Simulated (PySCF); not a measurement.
C7H7ClN: EPR calculation

C7H7ClN, multiplicity 2, computed with UKS B3LYP, pcH-1 on C Cl H N, non-relativistic, mean-field spin-orbit, GIAO (PySCF 2.14.0).

It belongs to a series of runs on one base structure; here: H removed from sp3 C.

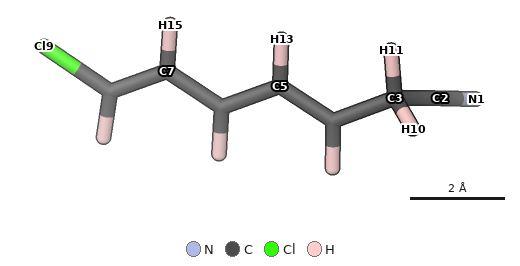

*The input geometry (stick view, seen at a tilt; atoms are numbered from 1 in the order of the input).*

Bond lengths as drawn: C–C 1.35 to 1.50 Å, C–Cl 1.71 Å, C–H 1.08 to 1.10 Å and C–N 1.14 Å.

Summary:

```csv
quantity,value
outcome,converged
total energy,−785.857869 hartree
⟨S²⟩,0.790
isotropic g,2.0044
hardware,"1 CPU thread, shared host"
wall time,95 s
peak memory,1.1 GiB
```

The input:
```
{"job": {"kind": "epr", "basis": "pcH-1"}, "charge": 0, "multiplicity": 2}
N      4.288382    -0.943867    -0.765287
C      3.540645    -0.174923    -0.371489
C      2.576070     0.774356     0.135957
C      1.318234     0.060218     0.516844
C      0.111121     0.319221    -0.039616
C     -1.073360    -0.348051     0.307630
C     -2.313462    -0.043137    -0.257628
C     -3.465770    -0.676149     0.083341
Cl    -4.968819    -0.277992    -0.617507
H      3.023597     1.264938     1.008998
H      2.384626     1.527858    -0.632908
H      1.415509    -0.710768     1.267708
H      0.037697     1.095255    -0.792164
H     -1.022189    -1.132061     1.049526
H     -2.353860     0.741322    -1.001782
H     -3.506019    -1.467277     0.815062
```

The first line tells a small driver script what to run in PySCF; the rest is the geometry in Å.

Command:
```bash
OMP_NUM_THREADS=1 python <driver script> task.json out
```

What the program printed:
```
UKS, coarse grid
  cycle   1  E = -785.77877863  |g| = 4.00e-01
  cycle   2  E = -785.59040949  |g| = 7.63e-01
  cycle   3  E = -785.84844620  |g| = 1.38e-01
  cycle   4  E = -785.85572264  |g| = 5.90e-02
  cycle   5  E = -785.85731372  |g| = 2.87e-02
  cycle   6  E = -785.85781639  |g| = 6.58e-03
  cycle   7  E = -785.85788250  |g| = 4.78e-03
  cycle   8  E = -785.85790924  |g| = 1.47e-03
  cycle   9  E = -785.85791228  |g| = 5.64e-04
UKS, final grid
  cycle   1  E = -785.85786846  |g| = 7.93e-04
  cycle   2  E = -785.85786799  |g| = 1.26e-03
  cycle   3  E = -785.85786878  |g| = 1.36e-04
  cycle   4  E = -785.85786879  |g| = 3.98e-05
  cycle   5  E = -785.85786879  |g| = 3.69e-05
  cycle   6  E = -785.85786879  |g| = 2.21e-05
E = -785.85786879 Eh   <S^2> = 0.7898 (exact 0.7500)
g shifts (ppm)      1          2          3
  rmc          -166       -166       -166
  gc             -3         38         39
  oz_so        -270       3120       3851
  total        -439       2992       3724
hyperfine (MHz)  atom isotope    a_iso     a_fc   dipolar eigenvalues
    0   14N       0.26       0.26     -0.62     -0.22      0.84
    1   13C      32.51      32.51     -1.47     -1.19      2.66
    2   13C     -14.65     -14.66     -0.96      0.21      0.75
    3   13C      40.87      40.91    -36.75    -35.39     72.14
    4   13C     -38.12     -38.14    -24.44     10.16     14.28
    5   13C      46.64      46.75    -40.57    -40.09     80.66
    6   13C     -39.59     -39.61    -26.18     10.98     15.20
    7   13C      49.45      49.14    -40.70    -39.29     79.99
    8  35Cl       3.25       3.30    -17.76    -11.66     29.42
    9    1H      45.70      45.70     -2.56     -1.74      4.30
   10    1H       1.35       1.35     -2.22     -1.72      3.94
   11    1H     -28.08     -28.08    -14.37     -1.67     16.03
   12    1H      10.07      10.07     -3.69     -1.81      5.50
   13    1H     -30.93     -30.93    -14.65     -2.50     17.16
   14    1H      11.01      11.00     -3.89     -2.07      5.96
   15    1H     -31.83     -31.90    -16.04     -1.90     17.95
```

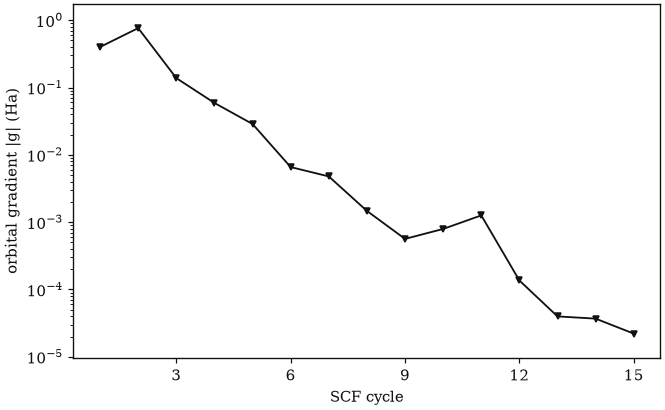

*Convergence of the self-consistent field: orbital gradient |g| against the SCF cycle.*

All cycles printed in the log are drawn one after another.

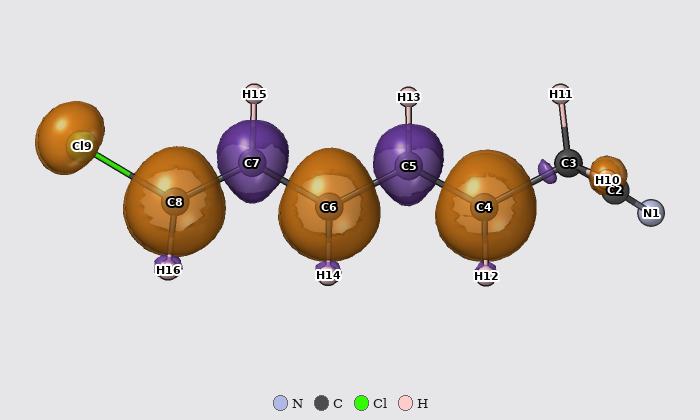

*Isosurfaces of the spin density (α minus β) at +0.02 (orange) and −0.02 e/Å³ (purple), seen at a tilt.*

The unpaired spin (1 electron) lies mostly on C6 (about 0.3), C8 (about 0.3), C4 (about 0.3) and Cl9 (about 0.1), in electrons by Hirshfeld's partition.

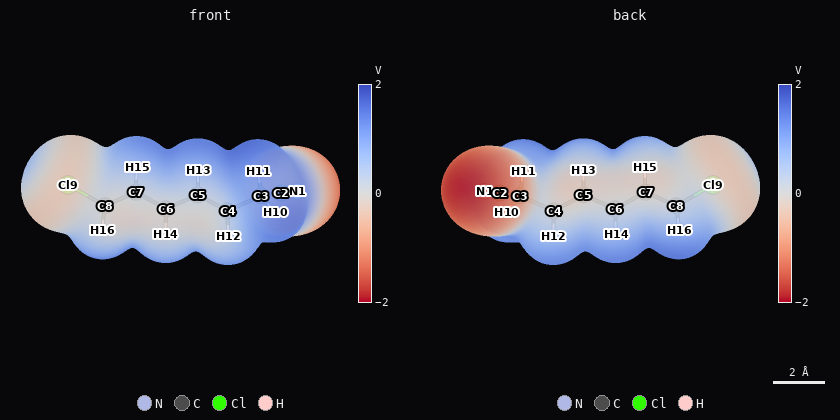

*The electrostatic potential painted on the density surface at 0.002 e/bohr³, seen at a tilt and from behind; the colour scale runs from red (negative) to blue (positive).*
